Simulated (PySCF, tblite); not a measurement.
**C₃H₁₀B₃N₃: geometry, infrared bands and NMR shifts**

Aim: predict the infrared bands and NMR shifts of C₃H₁₀B₃N₃ (`B1NBN(C2CC2)BN1`).

The runs use tblite 0.8.0 and PySCF 2.14.0, with density-fitted response routines of our own; the level of theory stands in each step. All values are computed, except where a source is named. Atoms are numbered from 0 throughout.

### 1 Starting geometry

19 atoms, charge 0, multiplicity 1; geometry from: force field or distance geometry start.

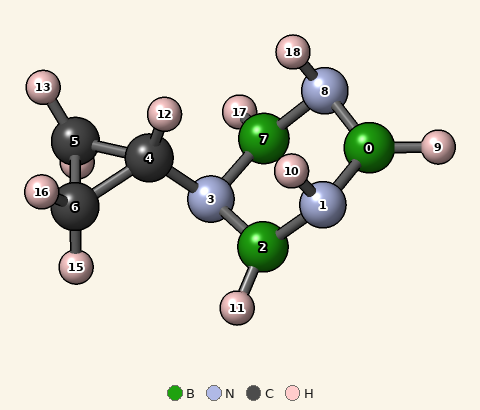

As it starts; boron green, nitrogen light blue, carbon dark grey, hydrogen pink, atoms numbered; sticks join atoms by distance.

### 2 Optimising the geometry with GFN2-xTB

The job: settings as JSON, then the geometry in Å.

```
{"job": {"kind": "relax", "xc": "GFN2-xTB", "basis": "xTB"}, "charge": 0, "multiplicity": 1}
B      2.717200    -0.509700     0.305300
N      1.715300    -1.287700     1.155100
B      0.540600    -1.663900     0.277400
N     -0.110500    -0.599400    -0.653600
C     -0.931300     0.301700     0.167200
C     -2.073700     0.942400    -0.623900
C     -2.358000    -0.179400     0.352500
B      1.014900     0.197100    -1.330600
N      2.230500     0.666400    -0.537700
H      3.847800    -0.803400     0.309500
H      1.359100    -0.637100     1.892300
H     -0.146400    -2.571500     0.617700
H     -0.479900     0.901800     0.992500
H     -2.361000     1.948000    -0.258500
H     -2.147300     0.654800    -1.687400
H     -2.609700    -1.149900    -0.116500
H     -2.827200     0.154100     1.308800
H      0.723500     0.793300    -2.308300
H      1.886300     1.404900     0.130800
```

On the command line:

```bash
$ OMP_NUM_THREADS=1 python probes_run.py task.json out
```

The driver reads the jobs from task.json and runs them one after another.

**Question.** This job is followed by: GFN2-xTB harmonic vibrations, gas phase; GIAO PBE0/pcSseg-1 NMR shielding, non-relativistic, gas phase. What will the session give for the following? strongest single infrared mode (GFN2-xTB); zero-point energy (GFN2-xTB); 13C shifts against TMS (PBE0/pcSseg-1, means over atoms taken as alike); 1H shifts against TMS (PBE0/pcSseg-1, means over atoms taken as alike); 11B shifts against BF3·OEt2 (PBE0/pcSseg-1, means over atoms taken as alike); 15N shifts against NH3 (PBE0/pcSseg-1, means over atoms taken as alike); surface potential, least and greatest.

As calculated:

```
                                                                    quantity                                   value
                                   strongest single infrared mode (GFN2-xTB)                   1415 cm⁻¹, 702 km/mol
                                                zero-point energy (GFN2-xTB)                           94.5 kcal/mol
     13C shifts against TMS (PBE0/pcSseg-1, means over atoms taken as alike)                          36.1, 11.2 ppm
      1H shifts against TMS (PBE0/pcSseg-1, means over atoms taken as alike)  5.93, 4.99, 4.69, 3.13, 0.79, 0.49 ppm
11B shifts against BF3·OEt2 (PBE0/pcSseg-1, means over atoms taken as alike)                          29.0, 25.8 ppm
     15N shifts against NH3 (PBE0/pcSseg-1, means over atoms taken as alike)                        166.5, 146.5 ppm
                                       surface potential, least and greatest                      -0.51 V and 1.50 V
```

What this shows: Relaxing lowered the energy by 5.270 eV in 69 steps; the close pair that moved most is B2–N3, from 1.557 to 1.423 Å. All 51 modes are real, so the xTB geometry is a minimum. The strongest single mode, at 1415 cm⁻¹, has its largest shares on B2, B7, N1 and N8 (the list is cut at 4 atoms). Unscaled tight-binding wavenumbers are off by several per cent, some by more. Its intensities can rank the bands wrongly.
